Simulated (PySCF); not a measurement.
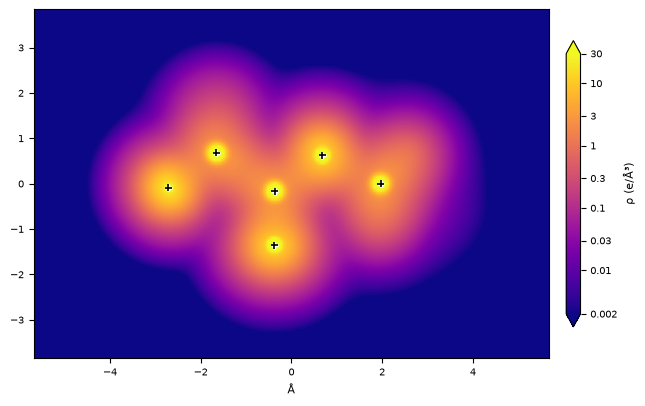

The electron density on a plane through atoms (crosses mark nuclei in the plane).

Method: PBE0/pcSseg-1, SCF density, in a chloroform solvent model, non-relativistic (PySCF).

Candidates:
A. C5H10 (SMILES C=CCCC)
B. C4H5F3O2 (SMILES CCOC(=O)C(F)(F)F)
C. C4H9F (SMILES CC(C)CF)

Which candidate gave the map?

Candidate B: C4H5F3O2 on the plane of atoms O3, C4 and C6, which holds C, O and F. C–O (1.20 Å): the density is about 3.4 e/Å³ at the midpoint. C–F (1.32 Å): the density is about 2.5 e/Å³ at the midpoint.
